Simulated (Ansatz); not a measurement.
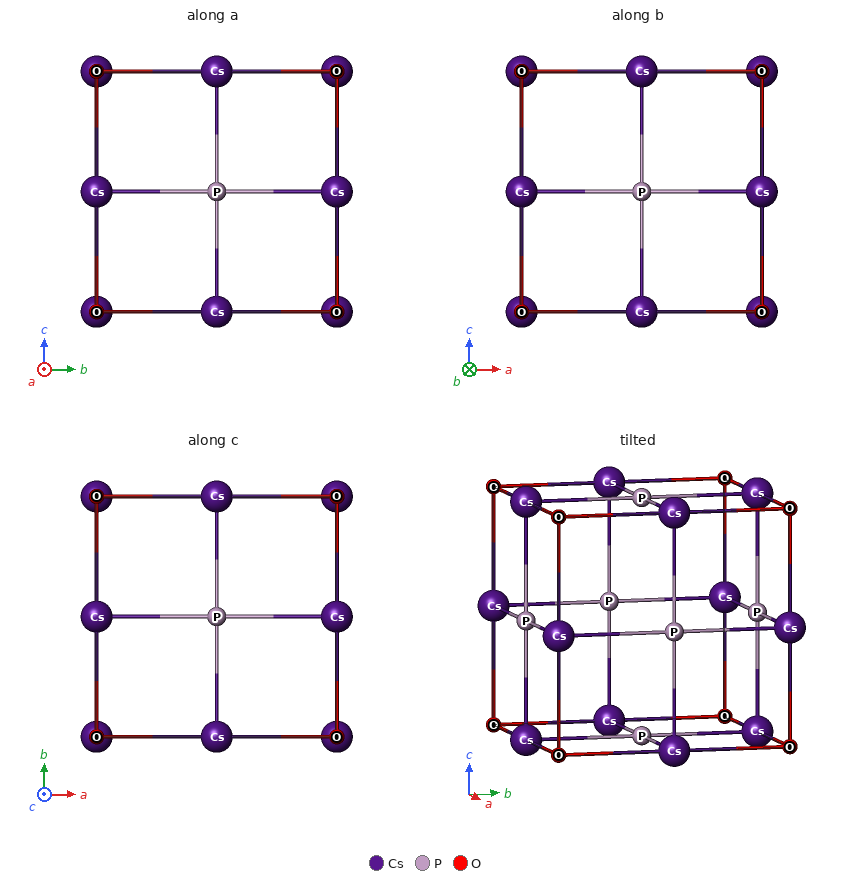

View along the a axis, along the b axis, along the c axis and slightly off an axis, drawn as a ball-and-stick model. The lines enclose the conventional unit cell; boundary atoms appear with their images.

Lattice parameters: a = 7.043 Å, b = 7.043 Å, c = 7.043 Å, α = 90.00°, β = 90.00°, γ = 90.00°. Put a along x and b in the xy plane.

Put the structure into a POSCAR file.

```
Cs P O
1.0
     7.043    0.000    0.000
     0.000    7.043    0.000
     0.000    0.000    7.043
Cs P O
3 3 1
Direct
  0.0000 0.0000 0.5000
  0.5000 0.0000 0.0000
  0.0000 0.5000 0.0000
  0.0000 0.5000 0.5000
  0.5000 0.0000 0.5000
  0.5000 0.5000 0.0000
  0.0000 0.0000 0.0000
```

The structure comes from a structure type filled with these elements by a generator (whether the compound takes this form wasn't checked). A relaxation with Ansatz 0.2.0, DFT PBE, scalar-relativistic, plane waves, PAW gave the geometry drawn.
